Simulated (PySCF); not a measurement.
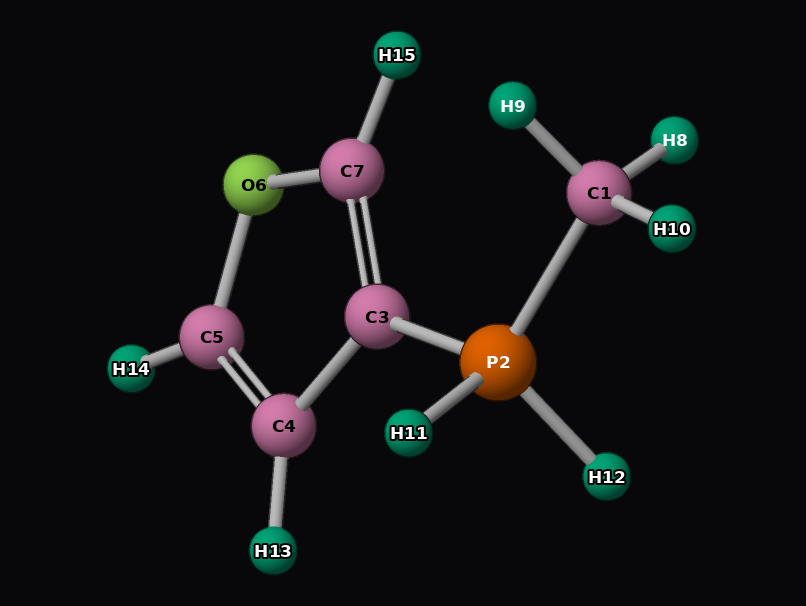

The questions are on isotropic NMR shieldings of the C atoms. Charge +1, singlet. Computed geometry: GFN2-xTB optimisation. No frequency run is at hand to confirm it as a minimum. Method: GIAO PBE0/pcSseg-1 NMR shielding, non-relativistic, gas phase (PySCF 2.14.0).

Question: Which C atom is the most shielded (lowest chemical shift)?

Answer: C1 (188.4 ppm).

Question: Which C atom is the least shielded (highest chemical shift)?

Answer: C5 (29.7 ppm).

Question: How wide is the range of C shifts?

Answer: 158.7 ppm.

List the isotropic NMR shieldings of the C atoms.

```
atom  σ (ppm)
  C1    188.4
  C3     92.0
  C4     67.5
  C5     29.7
  C7     29.9
```

The geometry is semi-empirical. Around P such bond lengths and angles can be off by a tenth of an ångström or more and by several degrees, and values that hang on the shape move with them.
